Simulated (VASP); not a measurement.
Here is the system:

```
Cd
1.0
    1.52915    -2.64857     0.00000
    1.52915     2.64857     0.00000
    0.00000     0.00000     6.08448
Cd
2
Cartesian
  1.52915   0.88286   1.52112
  1.52915  -0.88286   4.56336
```

Method: RPBE GGA, VASP's PBE PAW potentials (set 64) (plane waves; VASP). Numerical set-up: 520 eV cut-off, 15×15×7 Γ-centred mesh, tetrahedra with Blöchl corrections, potentials Cd.

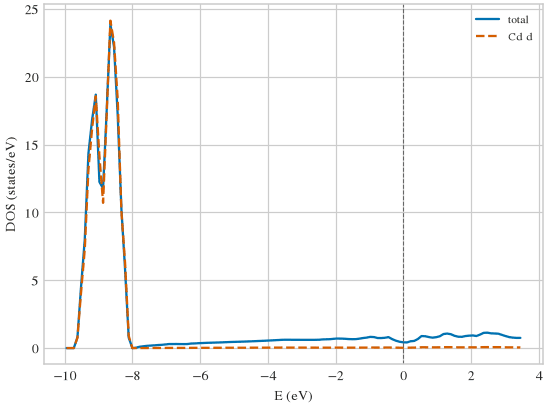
*Total and projected density of states, zero at the Fermi level*

Within 2 eV below the Fermi level the largest weight inside VASP's projection spheres is Cd p, then Cd s.

It has no gap at this level: it comes out as a metal or semimetal.

The compound is Cd in the hcp structure. It was relaxed first, which changed the volume by +14 %.
